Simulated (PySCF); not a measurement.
**MoS₂⁻: doublet, from a end-on start**

Aim: relax MoS₂⁻ as a doublet from a end-on start, check by its vibrations whether the end is a minimum, and collect its spectrum and constants.

Computed with PySCF 2.14.0. Level: PBE0, basis Mo def2-SVPD with ECP28, S def2-SVPD, scalar-relativistic core potentials, no spin–orbit coupling, density fitting.

## (1) Starting geometry

3 atoms, charge -1, spin multiplicity 2.

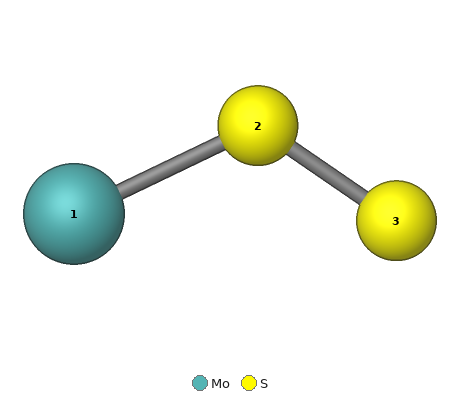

The starting geometry (molybdenum teal, sulfur yellow); atoms are numbered from 1 in the order of the file.

Z-matrix (Å, degrees; charge -1 multiplicity 2):
```
Mo
S  1 2.4823
S  2 2.0470 1 119.89
```

## (2) Finding the electronic state

One driver script runs all steps and calls PySCF; scf.py shows how it sets up the SCF of each step. The optimiser is the driver's own. After this first run the driver tries any further starts and a stability analysis.

Input file scf.py:

```python
from pyscf import gto, scf, dft
mol = gto.M(atom='''
Mo     0.000000     0.000000     0.000000
S      0.000000     0.000000     2.482300
S      1.774800     0.000000     3.502300''',
    basis={'Mo': 'def2-SVPD', 'S': 'def2-SVPD'},
    ecp={'Mo': 'def2-SVPD'},
    charge=-1, spin=1)
mf = dft.UKS(mol, xc='PBE0')
mf.grids.atom_grid = (50, 194)
aux = {'Mo': 'def2-universal-JKFIT', 'S': 'def2-universal-JKFIT'}
mf = mf.density_fit(auxbasis=aux)
mf.conv_tol = 1e-08
mf.diis_space = 10
mf.max_cycle = 60
mf.init_guess = 'minao'
mf.verbose = 4
mf.kernel()
```

Launch:

```sh
$ OMP_NUM_THREADS=2 python axn.py task.json out
```

The runs that follow: Relaxation: end-on start, doublet; Hessian and properties.

**Question.** What will these runs give? Wanted: minimum; geometry; wavenumbers; dipole moment; highest occupied, lowest empty level; polar-tensor charge of Mo1; zero-point energy; ⟨S²⟩.

**Answer**, as computed:

| quantity | value |
| --- | --- |
| minimum | broken-symmetry (Ms = 1/2), Cs |
| geometry | Mo–S 2.222 Å, Mo–S 2.486 Å, S–S 2.093 Å; Mo–S–S 57.3°, Mo–S–S 70.3°, S–Mo–S 52.4° |
| wavenumbers (cm⁻¹) | 169 (a'), 335 (a'), 504 (a') |
| dipole moment (centre of mass) | 1.12 D |
| highest occupied, lowest empty level (either spin) | 0.24, 1.65 eV |
| polar-tensor charge of Mo1 | -0.51 e |
| zero-point energy | 6.0 kJ/mol |
| entropy at 298.15 K | 306.5 J/(mol K) |
| ⟨S²⟩ | 1.741 |

What this shows: The molecule stays Cs, as typed, and the end point is a minimum. The determinant is spin-contaminated (⟨S²⟩ = 1.74 against 0.75), so it is no pure spin state. The strongest infrared band lies at 504 cm⁻¹ (a'). The first SCF alone would have been 79 kJ/mol too high. Only this shape and spin were tried, so other structures or states may lie lower. The highest occupied level lies above zero: either self-interaction error lifts it or the extra electron is not bound, and the basis holds it in place. Open d and f shells are described by one determinant, and the ground state may have another occupation or spin.
